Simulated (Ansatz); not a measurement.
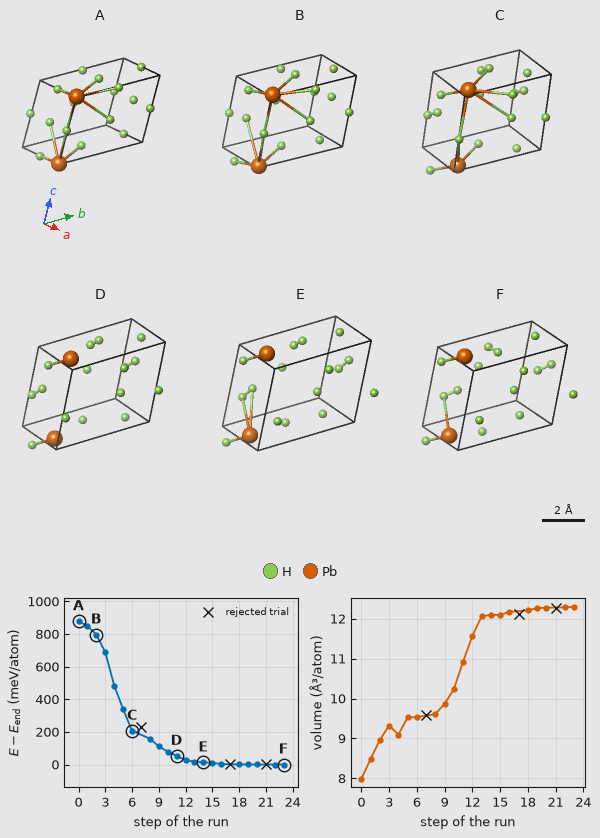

Frames of a relaxation of solid H6Pb (a generated structure, set up in P1) (coarse preliminary run), marked on the history of the run. Style: ball-and-stick. Shown: the cell of the calculation, reduced to other axes, slightly off an axis. Lengths and directions refer to the drawn axes.

Method: Ansatz 0.2.0, DFT PBE, scalar-relativistic, plane waves, PAW. Settings: plane-wave cutoff 420 eV; k-point mesh 6 × 6 × 6; occupations gaussian; smearing width 0.1 eV; no spin polarisation; cell and atoms relaxed; force threshold 0.015 eV/Å; at most 120 steps.

**Describe the path.**

The run was cut off at its time limit before the relaxation converged, so the last structure is only a point on the way. An H atom moves most relative to the cell: 1.49 Å roughly along +a. By element the largest moves are H 1.49 Å, Pb 0.80 Å. The drawn cell changes as follows: a 4.253 → 4.626 Å (+8.8 %), b 4.266 → 4.753 Å (+11.4 %), c 4.280 → 4.808 Å (+12.3 %), α 60.9° → 65.4°, β 61.0° → 68.2°, γ 60.5° → 67.8°; the volume changes by +53.9 %. Near-neighbour distances that change, for instance: H–H 2.172 → 0.765 Å, H–H 2.106 → 0.769 Å, H–Pb 3.704 → 2.420 Å, H–Pb 2.026 → 3.218 Å. New bonds form: H–H (2.11 → 0.77 Å), H–H (2.17 → 0.76 Å). Bonds break: H–Pb (2.03 → 3.22 Å), H–Pb (2.14 → 3.06 Å), H–Pb (2.14 → 3.15 Å), H–Pb (2.14 → 3.18 Å). Bond angles that change, for instance: H–Pb–H 89.9° → 87.5°. The space group stays P1 (No. 1). Over 20 accepted moves (23 points after the start) the energy falls by 879 meV per atom. The largest force component goes from 0.22 to 0.13 eV/Å. The pressure goes from 2.99 to −0.09 GPa. The line search rejected the trial steps at points 7, 17, 21 of the run. The run took 5.2 min on 1 thread of Intel(R) Xeon(R) Platinum 8259CL CPU @ 2.50GHz (Skylake/Cascade Lake), on a shared host, peak memory 0.48 GiB. From step 0 to 2: an H atom moves most (0.32 Å), volume +12.2 %, energy −81.7 meV per atom. From step 2 to 6: H atoms move most (0.56 Å), volume +6.4 %, energy −590 meV per atom. From step 6 to 11: an H atom moves most (0.39 Å), volume +14.6 %, energy −154 meV per atom. From step 11 to 14: an H atom moves most (0.53 Å), volume +10.7 %, energy −40.4 meV per atom. From step 14 to 23: an H atom moves most (0.41 Å), volume +1.6 %, energy −12.6 meV per atom.

```csv
step,"E − E(0), meV/atom","largest force component, eV/Å","pressure, GPa","volume, Å³/atom",note
0,0.00,0.2188,2.99,7.988,
1,-29.02,0.3655,-0.86,8.489,
2,-81.69,0.6141,-2.94,8.964,
3,-190.61,1.4525,-3.55,9.323,
4,-393.98,2.1715,-1.33,9.096,
5,-539.40,1.8913,1.60,9.529,
6,-671.71,1.5972,3.34,9.534,
7,-648.13,5.9163,7.92,9.579,rejected
8,-720.01,1.3993,1.60,9.612,
9,-767.50,0.7006,2.22,9.868,
10,-799.22,0.7651,4.06,10.233,
11,-825.67,0.4772,2.33,10.926,
12,-850.57,0.2968,0.27,11.567,
13,-861.02,0.1799,0.06,12.058,
14,-866.04,0.3707,0.45,12.098,
15,-867.31,0.5733,-0.51,12.094,
16,-875.72,0.1366,-0.04,12.172,
17,-875.55,0.1905,0.43,12.117,rejected
18,-877.91,0.0817,0.16,12.213,
19,-877.97,0.2228,-0.08,12.264,
20,-878.30,0.0407,0.03,12.277,
21,-878.13,0.1845,0.15,12.280,rejected
22,-878.50,0.0200,0.02,12.285,
23,-878.59,0.1257,-0.09,12.296,
```
